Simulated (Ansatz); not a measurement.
# Abstraction of H: C2H6OS + B2NH4 → C2H5OS + B2NH5

Species: C2H6OS (dimethyl sulfoxide) `CS(C)=O`, singlet; B2NH4 `B[N]B`, doublet; C2H5OS `[CH2]S(C)=O`, doublet; B2NH5 `BNB`, singlet. A radical takes H: the energy is the difference in strength between the C–H bond broken and the N–H bond made.

Shapes, held fixed at every level: PBE0-D4/def2-TZVP. Flexible molecules stand in one conformer, not always the lowest. Programs: Ansatz 0.2.0. The zero-point and thermal change to 298 K, harmonic and unscaled (PBE0-D4/def2-TZVP), is +5.1 kJ/mol.

| level | kind | ΔH(298 K) (kJ/mol) | less CCSD(T)/CBS estimate | CPU time (sum over the molecules) |
| --- | --- | --- | --- | --- |
| HF/def2-TZVPP | Hartree–Fock | +2.0 | +6.6 | – |
| r2SCAN-D4/def2-TZVPP | meta-GGA | +15.1 | +19.7 | 46 s |
| B3LYP-D4/def2-TZVPP | global hybrid | +13.5 | +18.1 | 38 s |
| r2SCAN0-D4/def2-TZVPP | global hybrid | +7.6 | +12.2 | 47 s |
| CCSD(T)/def2-SVP | coupled cluster or CI | +9.4 | +14.0 | 43 s |
| CCSD/def2-SVP | coupled cluster or CI | +8.1 | +12.7 | – |
| CCSD(T)/CBS estimate | coupled cluster or CI | -4.6 | 0.0 | 22 min |

The highest level, CCSD(T)/CBS estimate, gives ΔH(298 K) = -4.6 kJ/mol; the levels span -4.6 to +15.1. They disagree on the sign: 6 of 7 are positive. The column of differences is taken from that level and isn't an error. No measured value is set beside it here. Open shells run unrestricted unless RO is named. The CBS estimate extrapolates MP2 from def2-TZVPP and def2-QZVPP and adds CCSD(T) − MP2 in the triple-zeta set, cores frozen. Times are processor times on shared x86 and Arm servers, and rough.

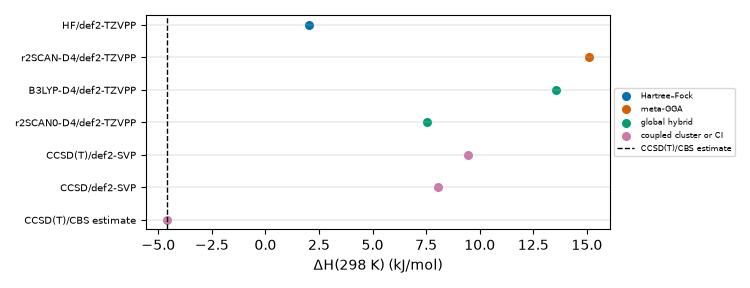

The values of the table, level by level.
